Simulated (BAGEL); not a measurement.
# GeSiNH7 (SMILES [SiH3][NH][GeH3]): a chain of runs

We compute a series of 15 runs (PBE0/def2-SVP, RI-MP2/def2-SVP) of GeH7NSi. 

Program for the calculation: BAGEL 1.2.2.

2 further runs of the same task are left out: 2 set aside as unsound or not needed.

### Step 1. The system as given

The species is GeSiNH7 (10 atoms), meant as a singlet with charge 0. SMILES: `[SiH3][NH][GeH3]`. One bond was lengthened or shortened from a relaxed shape.

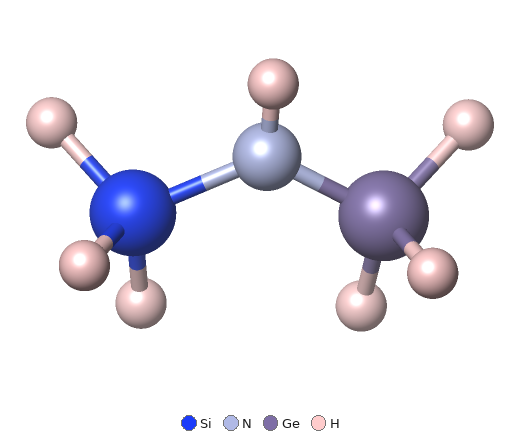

Viewed from a chosen angle; silicon blue, nitrogen light blue, germanium purple, hydrogen pink.

### Step 2. The energy at PBE0/def2-SVP (density fitting with svp-jkfit) (run 1)

Input file job.json:

```json
{ "bagel": [

{
  "title": "molecule",
  "basis": "svp",
  "df_basis": "svp-jkfit",
  "angstrom": true,
  "geometry": [
    { "atom": "Si", "xyz": [      -1.062980,       0.372939,      -0.729277 ] },
    { "atom": "N", "xyz": [       0.545220,       0.169839,      -0.159377 ] },
    { "atom": "Ge", "xyz": [       1.020100,      -0.675800,       1.066200 ] },
    { "atom": "H", "xyz": [      -1.839880,      -0.817761,      -0.296577 ] },
    { "atom": "H", "xyz": [      -1.076380,       0.477939,      -2.214177 ] },
    { "atom": "H", "xyz": [      -1.751680,       1.586539,      -0.199777 ] },
    { "atom": "H", "xyz": [       1.242920,       0.803639,      -0.520177 ] },
    { "atom": "H", "xyz": [      -0.018900,      -1.787400,       1.262400 ] },
    { "atom": "H", "xyz": [       1.119900,       0.180400,       2.345600 ] },
    { "atom": "H", "xyz": [       2.407800,      -1.257200,       0.745900 ] }
  ]
},

{ "title": "ks", "xc_func": "pbe0" },

{ "title": "print", "file": "orbitals.molden", "orbitals": true }

]}
```

The run is started by

```console
$ BAGEL_NUM_THREADS=1 BAGEL job.json > job.out
```

Log:

```text
* using 1 threads per process

  ===============================================================
  ===============================================================

  *** Geometry ***

  { "atom" : "Si", "xyz" : [     -2.008741,      0.704753,     -1.378134 ] },
  { "atom" : "N", "xyz" : [      1.030316,      0.320949,     -0.301179 ] },
  { "atom" : "Ge", "xyz" : [      1.927710,     -1.277077,      2.014826 ] },
  { "atom" : "H", "xyz" : [     -3.476869,     -1.545344,     -0.560449 ] },
  { "atom" : "H", "xyz" : [     -2.034063,      0.903174,     -4.184188 ] },
  { "atom" : "H", "xyz" : [     -3.310195,      2.998124,     -0.377524 ] },
  { "atom" : "H", "xyz" : [      2.348778,      1.518658,     -0.982992 ] },
  { "atom" : "H", "xyz" : [     -0.035716,     -3.377696,      2.385590 ] },
  { "atom" : "H", "xyz" : [      2.116304,      0.340907,      4.432542 ] },
  { "atom" : "H", "xyz" : [      4.550083,     -2.375764,      1.409547 ] },

  Number of auxiliary basis functions:      597

  Since a DF basis is specified, we compute 2- and 3-index integrals:
    o Being stored without compression. Storage requirement is 0.047 GB

  Number of basis functions:       99
  Number of electrons      :       60

    * METHOD: MOLECULE                             0.38

  *** Kohn-Sham DFT ***

    * Removing 17522 points whose weight is below 1.00e-10
    * Grid points: 131538

  === Nuclear Repulsion ===
   281.3103013102

       - DIIS with orbital gradients will be used.

  === KS iteration (pbe0 / svp) ===
      0      -2343.36772226          0.08923650           0.70
      1      -2078.57220676          0.18734930           0.64
      2      -2210.74633656          0.11408595           0.69
      3      -2293.44600209          0.15972270           0.66
      4      -2405.67379786          0.09807505           0.64
      5      -2313.21549449          0.18218333           0.64
      6      -2312.08827832          0.18190235           0.62
      7      -2299.48180065          0.21590038           0.63
      8      -2310.84249946          0.14560296           0.63
      9      -2424.16084336          0.02155440           0.65
     10      -2424.45690030          0.01343408           0.63
     11      -2424.54388040          0.00446827           0.62
     12      -2424.55859170          0.00227801           0.64
     13      -2424.56140121          0.00032593           0.64
     14      -2424.56148091          0.00009537           0.62
     15      -2424.56148570          0.00002280           0.62
     16      -2424.56148593          0.00001042           0.64
     17      -2424.56148598          0.00000060           0.63
     18      -2424.56148598          0.00000026           0.62
     19      -2424.56148598          0.00000004           0.62
     20      -2424.56148598          0.00000002           0.61
     21      -2424.56148598          0.00000001           0.63
     22      -2424.56148598          0.00000000           0.68
    * SCF iteration converged.

    * Permanent dipole moment:
           (   -0.155782,    -0.341762,     0.331586) a.u.

    * METHOD: KS                                  15.42

    * METHOD: PRINT                                0.02

  ===============================================================
```

It took 16 s on 1 thread of Arm Neoverse V2, shared host; peak memory 0.63 GiB.

### Step 3. Bond 3-2 at 1.839 A: the energy at RI-MP2/def2-SVP (density fitting with svp-jkfit) (run 2)

Input file mp2.json:

```json
{ "bagel": [

{
  "title": "molecule",
  "basis": "svp",
  "df_basis": "svp-jkfit",
  "angstrom": true,
  "geometry": [
    { "atom": "Si", "xyz": [   -1.146811,    0.522220,   -0.945629 ] },
    { "atom": "N", "xyz": [    0.461389,    0.319120,   -0.375729 ] },
    { "atom": "Ge", "xyz": [    1.020100,   -0.675800,    1.066200 ] },
    { "atom": "H", "xyz": [   -1.923711,   -0.668480,   -0.512929 ] },
    { "atom": "H", "xyz": [   -1.160211,    0.627220,   -2.430529 ] },
    { "atom": "H", "xyz": [   -1.835511,    1.735820,   -0.416129 ] },
    { "atom": "H", "xyz": [    1.159089,    0.952920,   -0.736529 ] },
    { "atom": "H", "xyz": [   -0.018900,   -1.787400,    1.262400 ] },
    { "atom": "H", "xyz": [    1.119900,    0.180400,    2.345600 ] },
    { "atom": "H", "xyz": [    2.407800,   -1.257200,    0.745900 ] }
  ]
},
{
  "title": "hf"
},
{
  "title": "mp2",
  "ncore": 15
}

]}
```

The run is started by

```console
$ BAGEL_NUM_THREADS=1 BAGEL mp2.json > mp2.out
```

Log:

```text
* using 1 threads per process

  ===============================================================
  ===============================================================

  *** Geometry ***

  { "atom" : "Si", "xyz" : [     -2.167159,      0.986853,     -1.786980 ] },
  { "atom" : "N", "xyz" : [      0.871899,      0.603049,     -0.710025 ] },
  { "atom" : "Ge", "xyz" : [      1.927710,     -1.277077,      2.014826 ] },
  { "atom" : "H", "xyz" : [     -3.635287,     -1.263244,     -0.969295 ] },
  { "atom" : "H", "xyz" : [     -2.192481,      1.185274,     -4.593034 ] },
  { "atom" : "H", "xyz" : [     -3.468613,      3.280224,     -0.786370 ] },
  { "atom" : "H", "xyz" : [      2.190361,      1.800758,     -1.391838 ] },
  { "atom" : "H", "xyz" : [     -0.035716,     -3.377696,      2.385590 ] },
  { "atom" : "H", "xyz" : [      2.116304,      0.340907,      4.432542 ] },
  { "atom" : "H", "xyz" : [      4.550083,     -2.375764,      1.409547 ] },

  Number of auxiliary basis functions:      597

  Since a DF basis is specified, we compute 2- and 3-index integrals:
    o Being stored without compression. Storage requirement is 0.047 GB

  Number of basis functions:       99
  Number of electrons      :       60

    * METHOD: MOLECULE                             0.38

  *** RHF ***

  === Nuclear Repulsion ===
   261.2490006443

      * DIIS with orbital gradients will be used.

  === RHF iteration (svp) ===
      0      -2422.30748038          0.01326412           0.16
      1      -2422.39890188          0.00880596           0.17
      2      -2422.44596070          0.00109200           0.15
      3      -2422.44730039          0.00011004           0.15
      4      -2422.44731359          0.00003835           0.15
      5      -2422.44731472          0.00001060           0.15
      6      -2422.44731483          0.00000263           0.15
      7      -2422.44731484          0.00000081           0.15
      8      -2422.44731484          0.00000031           0.16
      9      -2422.44731484          0.00000013           0.15
     10      -2422.44731484          0.00000003           0.15
     11      -2422.44731484          0.00000001           0.15
     12      -2422.44731484          0.00000000           0.15
    * SCF iteration converged.

    * Permanent dipole moment:
           (   -0.392341,    -0.105007,    -0.076341) a.u.

    * METHOD: HF                                   2.31

  *** RHF ***

  === Nuclear Repulsion ===
   261.2490006443

      * DIIS with orbital gradients will be used.

  === RHF iteration (svp) ===
      0      -2422.44731484          0.00000000           0.15
    * SCF iteration converged.

    * Permanent dipole moment:
           (   -0.392341,    -0.105007,    -0.076341) a.u.

  === DF-MP2 calculation ===

    * freezing 15 orbitals
    * 3-index integral transformation done
    * assembly done

      MP2 correlation energy:   -0.5103732324      0.09

      MP2 total energy:       -2422.9576880764

    * METHOD: MP2                                  0.40

  ===============================================================
```

Run time: 3.6 s. Hardware: 1 thread of Arm Neoverse V2, shared host; peak memory 0.18 GiB.

Runs 3 to 14 aren't shown in full; the table further down has their settings and results.

### Step 4. Bond 3-2 at 5.149 A: a single-point energy at PBE0/def2-SVP (density fitting with svp-jkfit) (run 15)

Input file input.json:

```json
{ "bagel" : [

{
  "title" : "molecule",
  "basis" : "svp",
  "df_basis" : "svp-jkfit",
  "angstrom" : true,
  "geometry" : [
    { "atom" : "Si", "xyz" : [   -2.152449,    2.313001,   -3.540993 ] },
    { "atom" : "N", "xyz" : [   -0.544249,    2.109901,   -2.971093 ] },
    { "atom" : "Ge", "xyz" : [    1.020100,   -0.675800,    1.066200 ] },
    { "atom" : "H", "xyz" : [   -2.929349,    1.122301,   -3.108293 ] },
    { "atom" : "H", "xyz" : [   -2.165849,    2.418001,   -5.025893 ] },
    { "atom" : "H", "xyz" : [   -2.841149,    3.526601,   -3.011493 ] },
    { "atom" : "H", "xyz" : [    0.153451,    2.743701,   -3.331893 ] },
    { "atom" : "H", "xyz" : [   -0.018900,   -1.787400,    1.262400 ] },
    { "atom" : "H", "xyz" : [    1.119900,    0.180400,    2.345600 ] },
    { "atom" : "H", "xyz" : [    2.407800,   -1.257200,    0.745900 ] }
  ]
},
{ "title" : "ks", "xc_func" : "pbe0" },
{ "title" : "print", "file" : "orbitals.molden", "orbitals" : true }

]}
```

The run is started by

```console
$ BAGEL_NUM_THREADS=1 BAGEL input.json > input.out
```

Log:

```text
* using 1 threads per process

  ===============================================================
  ===============================================================

  *** Geometry ***

  { "atom" : "Si", "xyz" : [     -4.067539,      4.370938,     -6.691507 ] },
  { "atom" : "N", "xyz" : [     -1.028482,      3.987135,     -5.614552 ] },
  { "atom" : "Ge", "xyz" : [      1.927710,     -1.277077,      2.014826 ] },
  { "atom" : "H", "xyz" : [     -5.535667,      2.120842,     -5.873822 ] },
  { "atom" : "H", "xyz" : [     -4.092861,      4.569360,     -9.497561 ] },
  { "atom" : "H", "xyz" : [     -5.368993,      6.664310,     -5.690897 ] },
  { "atom" : "H", "xyz" : [      0.289980,      5.184843,     -6.296365 ] },
  { "atom" : "H", "xyz" : [     -0.035716,     -3.377696,      2.385590 ] },
  { "atom" : "H", "xyz" : [      2.116304,      0.340907,      4.432542 ] },
  { "atom" : "H", "xyz" : [      4.550083,     -2.375764,      1.409547 ] },

  Number of auxiliary basis functions:      597

  Since a DF basis is specified, we compute 2- and 3-index integrals:
    o Being stored without compression. Storage requirement is 0.047 GB

  Number of basis functions:       99
  Number of electrons      :       60

    * METHOD: MOLECULE                             0.34

  *** Kohn-Sham DFT ***

    * Removing 14083 points whose weight is below 1.00e-10
    * Grid points: 134977

  === Nuclear Repulsion ===
   167.8182382827

       - DIIS with orbital gradients will be used.

  === KS iteration (pbe0 / svp) ===
      0      -2333.63795952          0.06838320           0.69
      1      -2035.34982554          0.13768185           0.73
      2      -2101.77823962          0.08448180           0.94
      3      -2097.13025878          0.12932443           0.81
      4      -2263.59951240          0.11451439           0.71
      5      -2267.86354851          0.11598119           0.69
      6      -2267.79380272          0.11577472           0.65
      7      -2265.92835335          0.12011897           0.66
      8      -2167.78792961          0.09481256           0.66
      9      -2372.38334194          0.08257183           0.64
     10      -2281.14066882          0.12039442           0.68
     11      -2280.73139578          0.12053719           0.66
     12      -2282.60443966          0.11732936           0.65
     13      -2282.97229153          0.11543759           0.66
     14      -2184.72743734          0.12015447           0.69
     15      -2410.66187128          0.08198223           0.67
     16      -2416.73608510          0.04591647           0.65
     17      -2415.15257383          0.04606467           0.66
     18      -2424.03178009          0.01786573           0.67
     19      -2424.26653297          0.00977718           0.66
     20      -2424.28013047          0.00905625           0.66
     21      -2424.30228518          0.00695850           0.65
     22      -2424.14428143          0.01396772           0.65
     23      -2424.09500669          0.01346084           0.64
     24      -2424.08444992          0.01360367           0.65
     25      -2424.08029405          0.01301831           0.66
     26      -2424.04971301          0.01385288           0.65
     27      -2424.09163774          0.01517798           0.64
     28      -2424.18617060          0.01042000           0.64
     29      -2424.01250200          0.01319102           0.65
     30      -2424.38256811          0.00413140           0.66
     31      -2424.16094852          0.01303858           0.65
     32      -2424.21910540          0.01205769           0.66
     33      -2424.27584435          0.01056509           0.66
     34      -2424.35840086          0.00663100           0.65
     35      -2424.38661447          0.00406193           0.63
     36      -2424.38629824          0.00391128           0.65
     37      -2424.40157317          0.00123520           0.65
     38      -2424.40302362          0.00039965           0.64
     39      -2424.40315462          0.00016857           0.63
     40      -2424.40318063          0.00005497           0.64
     41      -2424.40318312          0.00002339           0.65
     42      -2424.40318367          0.00000371           0.63
     43      -2424.40318369          0.00000088           0.64
     44      -2424.40318369          0.00000061           0.64
     45      -2424.40318369          0.00000004           0.63
     46      -2424.40318369          0.00000003           0.64
     47      -2424.40318369          0.00000001           0.67
     48      -2424.40318369          0.00000000           0.65
    * SCF iteration converged.

    * Permanent dipole moment:
           (   -0.741529,     0.470135,    -1.012042) a.u.

    * METHOD: KS                                  33.32

    * METHOD: PRINT                                0.02

  ===============================================================
```

It took 34 s on 1 thread of Arm Neoverse V2, shared host; peak memory 0.64 GiB.

### Step 5. The series

```csv
run,level,frozen core orbitals,partner,energy (Eh),wall time
1,PBE0/def2-SVP (density fitting with svp-jkfit),–,bond 3-2 at 1.563 A,-2424.561486,16 s
2,RI-MP2/def2-SVP (density fitting with svp-jkfit),15,bond 3-2 at 1.839 A,-2422.957688,3.6 s
3,PBE0/def2-SVP (density fitting with svp-jkfit),–,bond 3-2 at 1.839 A,not converged,63 s
4,RI-MP2/def2-SVP (density fitting with svp-jkfit),15,bond 3-2 at 2.115 A,-2422.935908,3.6 s
5,PBE0/def2-SVP (density fitting with svp-jkfit),–,bond 3-2 at 2.115 A,not converged,66 s
6,RI-MP2/def2-SVP (density fitting with svp-jkfit),15,bond 3-2 at 2.482 A,-2422.882149,4.2 s
7,PBE0/def2-SVP (density fitting with svp-jkfit),–,bond 3-2 at 2.482 A,not converged,66 s
8,RI-MP2/def2-SVP (density fitting with svp-jkfit),15,bond 3-2 at 2.942 A,-2422.821941,4.2 s
9,PBE0/def2-SVP (density fitting with svp-jkfit),–,bond 3-2 at 2.942 A,-2424.484199,22 s
10,RI-MP2/def2-SVP (density fitting with svp-jkfit),15,bond 3-2 at 3.494 A,-2422.774714,5.1 s
11,PBE0/def2-SVP (density fitting with svp-jkfit),–,bond 3-2 at 3.494 A,-2424.439129,28 s
12,RI-MP2/def2-SVP (density fitting with svp-jkfit),15,bond 3-2 at 4.229 A,-2422.762743,4.8 s
13,PBE0/def2-SVP (density fitting with svp-jkfit),–,bond 3-2 at 4.229 A,-2424.413815,24 s
14,RI-MP2/def2-SVP (density fitting with svp-jkfit),15,bond 3-2 at 5.149 A,-2422.789784,4.2 s
15,PBE0/def2-SVP (density fitting with svp-jkfit),–,bond 3-2 at 5.149 A,-2424.403184,34 s
```

### Step 6. Results

| quantity | value |
| --- | --- |
| bond 3-2 at 5.149 A, run 15: total energy | -2424.40318 Eh |
| bond 3-2 at 5.149 A, run 15: dipole moment | 3.41 D |
| bond 3-2 at 5.149 A, run 15: HOMO energy | -5.65 eV |
| bond 3-2 at 5.149 A, run 15: LUMO energy | -4.89 eV |
| bond 3-2 at 5.149 A, run 15: HOMO–LUMO gap | 0.76 eV |

**Reading.** In runs 10, 11, 12, 13, 14, 15 a closed-shell determinant meets a far-stretched bond, which it describes badly. All runs together took 5.8 min, the longest 66 s. 3 of the 15 runs did not end normally.
